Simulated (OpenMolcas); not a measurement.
# SiH4O2 (SMILES O[SiH2]O) at 6 levels

Wanted: a comparison of 6 runs (HF/STO-3G, HF/3-21G, BHLYP/def2-SVPD, M06-2X/def2-SVPD, PBE/def2-SVPD, SVWN5/def2-SVPD) of SiH4O2. 

Program for the calculation: OpenMolcas 26.06.

1 further run of the same task is left out (set aside as unsound or not needed).

### Step 1. The molecule

SiH4O2 has 7 atoms, charge 0, and is taken as a singlet. As SMILES, `O[SiH2]O`. The shape is that of a PBE0-D4/def2-TZVP optimisation. This is one conformer, not always the lowest.

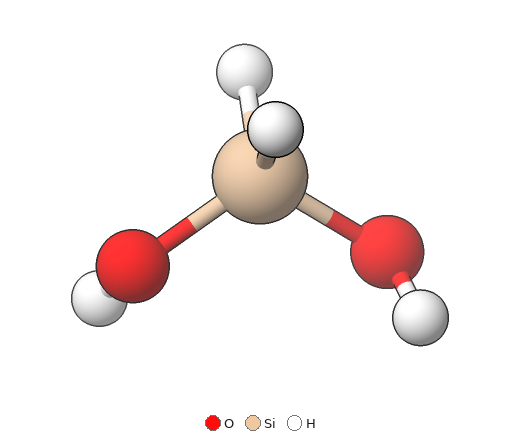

The structure, seen from a chosen angle (oxygen red, silicon light orange, hydrogen white).

### Step 2. Energy and forces at HF/STO-3G (run 1)

Contents of test.inp:

```
&GATEWAY
 BasLib = $CurrDir
 BasisSet
 O.STO-3G....
 O1 -1.385150 -0.243860 -0.354380 angstrom
 O3 1.274030 -0.668570 0.183160 angstrom
 End of Basis
 BasisSet
 Si.STO-3G....
 Si2 0.051410 0.422210 0.079240 angstrom
 End of Basis
 BasisSet
 H.STO-3G....
 H4 -1.456660 -0.615580 -1.234790 angstrom
 H5 0.526670 1.393040 -0.933360 angstrom
 H6 -0.229300 1.048860 1.391580 angstrom
 H7 1.219010 -1.336090 0.868560 angstrom
 End of Basis

&SEWARD

&SCF
 Thresholds = 1e-10 1e-07 1e-07 1e-05
 PrOrbitals = 1 2

&ALASKA
```

The basis set STO-3G is read from a file made from the Basis Set Exchange's data (not shown).

On the command line:

```console
$ export MOLCAS_MEM=1860
$ pymolcas test.inp > test.log
```

Standard output:

```text
--- Start Module: gateway ---
[...]
--- Stop Module: gateway /rc=_RC_ALL_IS_WELL_ ---
[...]
      Basis functions           23
[...]
--- Start Module: scf ---
[...]
       Convergence after  10 Iterations
[...]
::    Total SCF energy                               -435.6263403897
[...]
      Total spin, S                                     0.0000000000
[...]
      Total electronic charge=   34.000000
      Total            charge=   -0.000000
[...]
      Dipole Moment (debye):
      Origin of the operator (angstrom)=   -0.0044   -0.0358   -0.0067
                   X= -3.4358E-02               Y= -2.8218E-01               Z= -5.2815E-02           Total=  2.8913E-01
      Quadrupole Moment (debye*angstrom):
[...]
--- Stop Module: scf /rc=_RC_ALL_IS_WELL_ ---
--- Start Module: alaska ---
[...]
 *              Molecular gradients               *
 **************************************************
  Irreducible representation: a
 ------------------------------------------------------------------------------------------
                              X                       Y                       Z
 ------------------------------------------------------------------------------------------
  O1                1.82012170262968E-02   -2.68248137141436E-03   -2.99102040874184E-02
  O3               -1.96055471213015E-02   -8.91250134592525E-03    2.77501547418308E-02
  SI2              -4.71031994386339E-03   -3.86235339294991E-02   -7.24121861825666E-03
  H4               -9.11791035734377E-03    7.33872364955879E-03    2.63302663904859E-02
  H5                9.81961707733103E-03    1.80817211173734E-02   -2.17947227784978E-02
  H6               -6.29542091290258E-03    1.08481685395097E-02    2.72199613994930E-02
  H7                1.17083642317929E-02    1.39499033403974E-02   -2.23542370476149E-02
 ------------------------------------------------------------------------------------------
--- Stop Module: alaska /rc=_RC_ALL_IS_WELL_ ---
[...]
```

Run time: 1.5 s. Hardware: 1 thread of Intel Xeon 6975P-C (Granite Rapids), shared host; peak memory 0.37 GiB.

### Step 3. Energy and gradient at HF/3-21G (run 2)

Contents of test.inp:

```
* H4O2Si Hartree-Fock
>>> EXPORT MOLCAS_PRINT=2

&GATEWAY
 BASLIB=$CurrDir
 BASISSET
 O.3-21G....
 O1 -1.385150 -0.243860 -0.354380 angstrom
 O3 1.274030 -0.668570 0.183160 angstrom
 End of Basis
 BASISSET
 Si.3-21G....
 Si2 0.051410 0.422210 0.079240 angstrom
 End of Basis
 BASISSET
 H.3-21G....
 H4 -1.456660 -0.615580 -1.234790 angstrom
 H5 0.526670 1.393040 -0.933360 angstrom
 H6 -0.229300 1.048860 1.391580 angstrom
 H7 1.219010 -1.336090 0.868560 angstrom
 End of Basis

&SEWARD

&SCF
 THRESHOLDS=1e-10 1e-07 1e-07 1e-05
 PRORBITALS=1

&ALASKA
```

The basis set 3-21G is read from a file made from the Basis Set Exchange's data (not shown).

On the command line:

```console
$ export MOLCAS_MEM=1860
$ pymolcas test.inp > test.log
```

Standard output:

```text
--- Start Module: gateway ---
[...]
--- Stop Module: gateway /rc=_RC_ALL_IS_WELL_ ---
[...]
      Basis functions           39
[...]
--- Start Module: scf ---
[...]
       Convergence after  11 Iterations
[...]
::    Total SCF energy                               -438.6876307800
[...]
      Total spin, S                                     0.0000000000
[...]
      Total electronic charge=   34.000000
      Total            charge=   -0.000000
[...]
      Dipole Moment (debye):
      Origin of the operator (angstrom)=   -0.0044   -0.0358   -0.0067
                   X= -1.1703E-01               Y= -9.6112E-01               Z= -1.8020E-01           Total=  9.8485E-01
      Quadrupole Moment (debye*angstrom):
[...]
--- Stop Module: scf /rc=_RC_ALL_IS_WELL_ ---
--- Start Module: alaska ---
[...]
 *              Molecular gradients               *
 **************************************************
  Irreducible representation: a
 ------------------------------------------------------------------------------------------
                              X                       Y                       Z
 ------------------------------------------------------------------------------------------
  O1                9.34403789157301E-03    9.25654552807620E-03    9.49551365143780E-03
  O3               -6.51595572387365E-03    1.39213797472726E-02   -5.13632795179819E-03
  SI2              -4.55088763809197E-03   -3.73290679349658E-02   -6.99907211096340E-03
  H4                1.07407251950279E-02    5.26541694086147E-03    4.60149493227746E-03
  H5                2.09073285188288E-03    1.48847035487343E-04   -2.22597156851467E-03
  H6               -2.09323840749254E-03   -1.74418545821453E-04    2.21872220971520E-03
  H7               -9.01541416904037E-03    8.91129722908035E-03   -1.95435916216269E-03
 ------------------------------------------------------------------------------------------
--- Stop Module: alaska /rc=_RC_ALL_IS_WELL_ ---
[...]
```

Run time: 1.6 s. Hardware: 1 thread of Intel Xeon 6975P-C (Granite Rapids), shared host; peak memory 0.37 GiB.

Runs 3 to 5 aren't shown in full; the table further down has their settings and results.

### Step 4. Energy and gradient at SVWN5/def2-SVPD (run 6)

Contents of mol.inp:

```
* H4O2Si Kohn-Sham DFT

&gateway
  baslib=$CurrDir
  coord
  7
  angstrom
  O       -1.385150      -0.243860      -0.354380
  Si       0.051410       0.422210       0.079240
  O        1.274030      -0.668570       0.183160
  H       -1.456660      -0.615580      -1.234790
  H        0.526670       1.393040      -0.933360
  H       -0.229300       1.048860       1.391580
  H        1.219010      -1.336090       0.868560
  basis=def2-SVPD
  group=NoSym

&seward
  gridinput
  Grid=UltraFine
  End of Grid

&scf
  ksdft=SVWN5
  thresholds=1e-10 1e-07 1e-07 1e-05
  prorbitals=1 1

&alaska
```

The basis set def2-SVPD is read from a file made from the Basis Set Exchange's data (not shown).

On the command line:

```console
$ export MOLCAS_MEM=1860
$ pymolcas mol.inp > mol.log
```

Standard output:

```text
--- Start Module: gateway ---
[...]
--- Stop Module: gateway /rc=_RC_ALL_IS_WELL_ ---
[...]
      Basis functions          102
[...]
--- Start Module: scf ---
[...]
       Convergence after  14 Iterations
[...]
::    Total KS-DFT energy                            -439.9814698071
[...]
      Total spin, S                                     0.0000000000
[...]
      Total electronic charge=   34.000000
      Total            charge=   -0.000000
[...]
      Dipole Moment (debye):
      Origin of the operator (angstrom)=   -0.0044   -0.0358   -0.0067
                   X= -1.1118E-01               Y= -9.1301E-01               Z= -1.7124E-01           Total=  9.3556E-01
      Quadrupole Moment (debye*angstrom):
[...]
--- Stop Module: scf /rc=_RC_ALL_IS_WELL_ ---
[...]
--- Start Module: alaska ---
[...]
 *              Molecular gradients               *
 **************************************************
  Irreducible representation: a
 ------------------------------------------------------------------------------------------
                              X                       Y                       Z
 ------------------------------------------------------------------------------------------
  O1                1.12780112665085E-02    9.52480486251517E-04   -7.95261638376123E-03
  SI2              -1.56294894142728E-03   -1.28019246007387E-02   -2.39760729005578E-03
  O3               -1.10814810878210E-02    6.22535592200713E-04    8.25919740143322E-03
  H4                2.86684120804614E-03    6.01978229290756E-03    1.30699110486212E-02
  H5               -2.29881463791082E-03   -3.51754530109183E-03    4.60500635947980E-03
  H6                1.61905978905086E-03   -2.06887656656907E-03   -5.65553747536995E-03
  H7               -8.20667596374447E-04    1.07935480970358E-02   -9.92835366035205E-03
 ------------------------------------------------------------------------------------------
--- Stop Module: alaska /rc=_RC_ALL_IS_WELL_ ---
[...]
```

Run time: 22 s. Hardware: 1 thread of Intel Xeon 6975P-C (Granite Rapids), shared host; peak memory 0.58 GiB.

### Step 5. All runs side by side

| run | level | integration grid | energy (Eh) | dipole moment (D) | HOMO energy (eV) | LUMO energy (eV) | wall time |
| --- | --- | --- | --- | --- | --- | --- | --- |
| 1 | HF/STO-3G | – | -435.626340 | 0.29 | -9.39 | 13.16 | 1.5 s |
| 2 | HF/3-21G | – | -438.687631 | 0.98 | -12.35 | 5.50 | 1.6 s |
| 3 | BHLYP/def2-SVPD | UltraFine | -442.162357 | 0.86 | -10.37 | 0.58 | 34 s |
| 4 | M06-2X/def2-SVPD | UltraFine | -442.158293 | 0.89 | -10.30 | 0.42 | 40 s |
| 5 | PBE/def2-SVPD | UltraFine | -441.919424 | 0.94 | -7.46 | -0.71 | 29 s |
| 6 | SVWN5/def2-SVPD | UltraFine | -439.981470 | 0.94 | -7.50 | -0.81 | 22 s |

### Step 6. Outcome

```
                       quantity          value
            run 6: total energy  -439.98147 Eh
           run 6: dipole moment         0.94 D
             run 6: HOMO energy       -7.50 eV
             run 6: LUMO energy       -0.81 eV
           run 6: HOMO–LUMO gap        6.69 eV
run 6: largest force on an atom     0.755 eV/Å
```

In words: The dipole moment (its size) runs from 0.29 D (HF/STO-3G) to 0.98 D (HF/3-21G). The HOMO–LUMO gap runs from 6.69 eV (SVWN5/def2-SVPD) to 22.55 eV (HF/STO-3G). The two ends differ in method and basis. Totals of different functionals can't be ranked against each other. In run 1 the basis is minimal, so the values are rough. All runs together took 2.1 min, the longest 40 s.
